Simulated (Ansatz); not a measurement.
# BGe (quartet): one geometry, many settings at distance Ge1–B2 = 1.610 Å

What do other methods and options give for BGe (quartet) at this geometry, and how long do they take?

Method: the settings change from run to run; program: Ansatz 0.2.0, Gaussian basis.

16 further runs of the same task are left out: 1 for a known fault of the program, 11 that didn't finish, 4 set aside as unsound or not needed.

**1. What is computed**

The geometry derives from a PBE0/def2-TZVP stationary point (not a proven minimum). One bond is set to the value named and the two fragments are kept rigid. No spin-orbit coupling is included. The filled d shell of Ge may be among the frozen orbitals whatever the setting's name suggests; the logs give the count.

2 atoms, charge 0, spin multiplicity 4.

Atoms are counted from 1 here; the program's logs count them from 0.

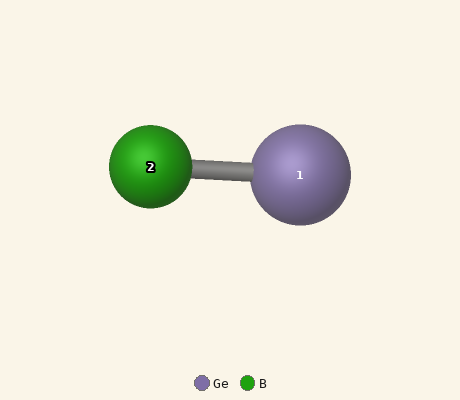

The geometry (germanium purple, boron green); atoms are numbered from 1 in the order of the file.

**2. MP2 on UHF/def2-SVP**

Contents of in.yaml:

```yaml
crystal:
  periodic: [false, false, false]
  atoms:
    - {symbol: Ge, position_ang: [0.000000, 0.000000, 0.000000]}
    - {symbol: B, position_ang: [0.000000, 0.000000, 1.610000]}
basis:
  gaussian: {orbitals: def2-SVP, point_charges: [{charge: -1.00, position_ang: [3.979, 0.962, -0.967]}]}
magnetization: {spin_polarized: true, initial_magnetization: 3}
correlation: {method: mp2, electrons: outside_noble_gas}
```

Run with:

```bash
$ ansatz run in.yaml --threads 1 --pin off --events-out ev --progress --plain --max-ram 2393MiB
```

Output:

```text
Functional definition: HF
  name "HF"
  cite "Fock, Z. Phys. 61, 126 (1930) doi:10.1007/BF01340294"
  parent pbe
  exchange = exact_x
  correlation = 0
460 factors; integrals over basis functions are off by at most 1.0e-3 eV
mean field evaluation 1: about -57131.1547 eV, gradient 6.6e0 eV
mean field evaluation 2: about -57131.2199 eV, gradient 6.7e0 eV
mean field evaluation 4: about -57131.9913 eV, gradient 2.2e0 eV
mean field evaluation 8: about -57132.3681 eV, gradient 4.7e-1 eV
mean field evaluation 16: about -57132.3747 eV, gradient 1.2e-6 eV
mean field evaluation 32: about -57132.3454 eV, gradient 7.3e-1 eV
mean field -57132.37466255 eV, -2099.5760431343 hartree, gradient 2.1e-6 eV, S^2 3.758213; 6 other end points of the search recorded, 0 dependent functions left out
15 core orbitals not correlated: weight in the atoms' cores, before any rotation towards them, 0.997 or more for the frozen orbitals, at most 0.002 for the correlated occupied ones
reference -57132.37466255 eV, -2099.5760431343 hartree; 5, 2 occupied and 26, 29 virtual orbitals, 460 factors
second order -2.62002493 eV of doubles, -0.00000000 eV of singles
Total energy: -57134.99468749 eV, -2099.6723272747 hartree
```

It took 1.7 s on 1 thread of Arm Neoverse N1, shared host.

From the report: ⟨S²⟩ of the determinant 3.758 (pure quartet: 3.75).

**3. NEVPT2(3,5)/cc-pVDZ**

Contents of in.yaml:

```yaml
crystal:
  periodic: [false, false, false]
  atoms:
    - {symbol: Ge, position_ang: [0.000000, 0.000000, 0.000000]}
    - {symbol: B, position_ang: [0.000000, 0.000000, 1.610000]}
basis:
  gaussian: {orbitals: cc-pVDZ}
magnetization: {spin_polarized: false, initial_magnetization: 3}
correlation: {method: sc_nevpt2, electrons: outside_noble_gas, active_space: {window: {electrons: 3, orbitals: 5}}}
output: {forces: true}
```

The command is unchanged.

Output (excerpt; [...] marks lines left out):

```text
Functional definition: HF
  name "HF"
  cite "Fock, Z. Phys. 61, 126 (1930) doi:10.1007/BF01340294"
  parent pbe
[...]
462 factors; integrals over basis functions are off by at most 1.1e-3 eV
[...]
mean field -57139.13427546 eV, -2099.8244543269 hartree, gradient 4.3e-6 eV, S^2 3.750000; 6 other end points of the search recorded, 0 dependent functions left out
reference -57139.13427546 eV, -2099.8244543269 hartree; 20, 17 occupied and 21, 24 virtual orbitals, 462 factors
state -57139.32157939 eV, -2099.8313376194 hartree
state -57139.32157939 eV, -2099.8313376194 hartree; corrected -57141.79082835 eV, -2099.9220808450 hartree
[...]
Total energy: -57141.79082835 eV, -2099.9220808450 hartree
Atom 0 at     0.000000     0.000000     0.000000 Å, force     0.000000    -0.000000   -14.672678 eV/Å
Atom 1 at     0.000000     0.000000     1.610000 Å, force    -0.000000     0.000000    14.672678 eV/Å
Dipole moment:     0.000000     0.000000    -0.015950 e Å
```

Run time: 4.7 s. Hardware: 1 thread of Arm Neoverse N1, shared host.

From the report: 4 determinants; active occupations 1.00, 0.99, 0.99, 0.01, 0.01.

**4. BCCD on ROHF/cc-pVDZ**

Edit in.yaml of step 3 so:

```diff
@@ -8,3 +8,3 @@
 magnetization: {spin_polarized: false, initial_magnetization: 3}
-correlation: {method: sc_nevpt2, electrons: outside_noble_gas, active_space: {window: {electrons: 3, orbitals: 5}}}
+correlation: {method: bccd, electrons: outside_noble_gas}
 output: {forces: true}
```

The command is unchanged.

Output (excerpt; [...] marks lines left out):

```text
Functional definition: HF
  name "HF"
  cite "Fock, Z. Phys. 61, 126 (1930) doi:10.1007/BF01340294"
  parent pbe
[...]
462 factors; integrals over basis functions are off by at most 1.1e-3 eV
[...]
mean field -57139.13427546 eV, -2099.8244543269 hartree, gradient 4.3e-6 eV, S^2 3.750000; 6 other end points of the search recorded, 0 dependent functions left out
[...]
determinant -57139.13427546 eV, -2099.8244543269 hartree, with singles and doubles -57142.47004204 eV, -2099.9470414878 hartree
determinant -57137.37797621 eV, -2099.7599115201 hartree, with singles and doubles -57140.87572407 eV, -2099.8884513829 hartree
15 core orbitals not correlated: weight in the atoms' cores, before any rotation towards them, 0.997 or more for the frozen orbitals, at most 0.002 for the correlated occupied ones
reference -57139.13427546 eV, -2099.8244543269 hartree; 5, 2 occupied and 21, 24 virtual orbitals, 462 factors
second order -2.57780923 eV of doubles, -0.02103263 eV of singles
cycle   1  -3.33536214 eV  change    4.0e-4 eV  update   1.3e-2
[...]
cycle  11  -3.32786315 eV  change   -2.4e-7 eV  update   8.4e-7
[...]
Total energy: -57142.46213861 eV, -2099.9467510419 hartree
Atom 0 at     0.000000     0.000000     0.000000 Å, force     0.000000    -0.000000   -14.626403 eV/Å
Atom 1 at     0.000000     0.000000     1.610000 Å, force    -0.000000    -0.000000    14.626404 eV/Å
Dipole moment:    -0.000000     0.000000    -0.096855 e Å
```

It took 6.5 s on 1 thread of Arm Neoverse N1, shared host.

From the report: correlation -3.3279 eV; largest double amplitude 0.06.

**5. MRCISD+Q(relaxed)(7,5)/cc-pVDZ**

Contents of in.yaml:

```yaml
crystal:
  periodic: [false, false, false]
  atoms:
    - {symbol: Ge, position_ang: [0.000000, 0.000000, 0.000000]}
    - {symbol: B, position_ang: [0.000000, 0.000000, 1.610000]}
basis:
  gaussian: {orbitals: cc-pVDZ, point_charges: [{charge: -1.00, position_ang: [3.667, 0.106, -0.348]}]}
magnetization: {spin_polarized: false, initial_magnetization: 3}
correlation: {method: fic_mrcisd_q_relaxed, electrons: outside_noble_gas, active_space: {window: {electrons: 7, orbitals: 5}}}
```

Launched as before.

Output (excerpt; [...] marks lines left out):

```text
Functional definition: HF
  name "HF"
  cite "Fock, Z. Phys. 61, 126 (1930) doi:10.1007/BF01340294"
  parent pbe
[...]
462 factors; integrals over basis functions are off by at most 1.1e-3 eV
[...]
mean field -57139.43654466 eV, -2099.8355625150 hartree, gradient 9.9e-6 eV, S^2 3.750000; 4 other end points of the search recorded, 0 dependent functions left out
reference -57139.43654466 eV, -2099.8355625150 hartree; 20, 17 occupied and 21, 24 virtual orbitals, 462 factors
state -57139.43655580 eV, -2099.8355629246 hartree
contracted CI cycle   1: correlation 0.00000000 eV, 0.0000000000 hartree, residual 1.14e1 eV
contracted CI cycle   2: correlation -2.96676333 eV, -0.1090265413 hartree, residual 2.28e0 eV
contracted CI cycle   3: correlation -3.12865554 eV, -0.1149759705 hartree, residual 1.19e0 eV
contracted CI cycle   4: correlation -3.16656016 eV, -0.1163689393 hartree, residual 5.23e-1 eV
contracted CI cycle   5: correlation -3.17671232 eV, -0.1167420245 hartree, residual 2.48e-1 eV
contracted CI cycle   6: correlation -3.17937286 eV, -0.1168397975 hartree, residual 1.21e-1 eV
contracted CI cycle   7: correlation -3.17982297 eV, -0.1168563389 hartree, residual 5.10e-2 eV
contracted CI cycle   8: correlation -3.17990454 eV, -0.1168593366 hartree, residual 2.62e-2 eV
contracted CI cycle   9: correlation -3.17992691 eV, -0.1168601585 hartree, residual 8.94e-3 eV
contracted CI cycle  10: correlation -3.17992953 eV, -0.1168602550 hartree, residual 3.57e-3 eV
contracted CI cycle  11: correlation -3.17992991 eV, -0.1168602687 hartree, residual 1.71e-3 eV
contracted CI cycle  12: correlation -3.17993004 eV, -0.1168602734 hartree, residual 8.84e-4 eV
state -57139.43655580 eV, -2099.8355629246 hartree; corrected -57142.92846573 eV, -2099.9638882475 hartree
Total energy: -57142.92846573 eV, -2099.9638882475 hartree
```

It took 2.3 s on 1 thread of Arm Neoverse N1, shared host.

From the report: 10 determinants; active occupations 2.00, 2.00, 1.00, 1.00, 1.00.

**6. BCCD(T) on ROHF/def2-SVPD**

Contents of in.yaml:

```yaml
crystal:
  periodic: [false, false, false]
  atoms:
    - {symbol: Ge, position_ang: [0.000000, 0.000000, 0.000000]}
    - {symbol: B, position_ang: [0.000000, 0.000000, 1.610000]}
basis:
  gaussian: {orbitals: def2-SVPD}
magnetization: {spin_polarized: false, initial_magnetization: 3}
correlation: {method: bccd_t, electrons: outside_noble_gas}
```

The command is unchanged.

Output (excerpt; [...] marks lines left out):

```text
Functional definition: HF
  name "HF"
  cite "Fock, Z. Phys. 61, 126 (1930) doi:10.1007/BF01340294"
  parent pbe
[...]
568 factors; integrals over basis functions are off by at most 9.1e-4 eV
[...]
mean field -57132.17835059 eV, -2099.5688288027 hartree, gradient 5.5e-6 eV, S^2 3.750000; 6 other end points of the search recorded, 0 dependent functions left out
[...]
determinant -57132.17835059 eV, -2099.5688288027 hartree, with singles and doubles -57135.62607027 eV, -2099.6955301639 hartree
determinant -57130.50075319 eV, -2099.5071782356 hartree, with singles and doubles -57134.14617625 eV, -2099.6411450621 hartree
15 core orbitals not correlated: weight in the atoms' cores, before any rotation towards them, 0.997 or more for the frozen orbitals, at most 0.002 for the correlated occupied ones
reference -57132.17835059 eV, -2099.5688288027 hartree; 5, 2 occupied and 38, 41 virtual orbitals, 568 factors
second order -2.71575060 eV of doubles, -0.02280584 eV of singles
cycle   1  -3.45255609 eV  change   -1.4e-1 eV  update   2.7e-2
[...]
cycle  11  -3.46305249 eV  change   -1.7e-6 eV  update   3.4e-6
perturbative correction -0.15885748 eV, -0.0058379046 hartree
Total energy: -57135.80026055 eV, -2099.7019315389 hartree
```

Run time: 9 s. Hardware: 1 thread of Arm Neoverse N1, shared host.

From the report: correlation -3.6219 eV; largest double amplitude 0.05.

**7. The runs in one table**

Where basis and cores are those of an earlier FCI/cc-pVDZ run (-57142.6490 eV), and the state is the same kind, the miss against it is given.

| level | correlated | functions | energy (eV) | from FCI (meV) | time |
| --- | --- | --- | --- | --- | --- |
| MP2 on UHF/def2-SVP (beside a point charge) | outside noble gas | 46 | -57134.9947 |  | 1.7 s |
| NEVPT2(3,5)/cc-pVDZ | outside noble gas | 41 | -57141.7908 | 858.1 | 4.7 s |
| BCCD on ROHF/cc-pVDZ | outside noble gas | 41 | -57142.4621 | 186.8 | 6.5 s |
| MRCISD+Q(relaxed)(7,5)/cc-pVDZ (beside a point charge) | outside noble gas | 41 | -57142.9285 |  | 2.3 s |
| BCCD(T) on ROHF/def2-SVPD | outside noble gas | 58 | -57135.8003 |  | 9 s |

**8. Summary of results**

| quantity | value |
| --- | --- |
| runs | 5 |
| quickest | MP2 on UHF/def2-SVP (beside a point charge), 1.7 s |
| slowest | BCCD(T) on ROHF/def2-SVPD, 9 s |

Total energies in different bases, with other cores or another treatment of relativity can't be set against each other. BCCD(T) on ROHF/def2-SVPD took 5 times as long as MP2 on UHF/def2-SVP (beside a point charge); the jobs differ in more than the method. Among the correlated runs with a miss given, it spans +187 to +858 meV.
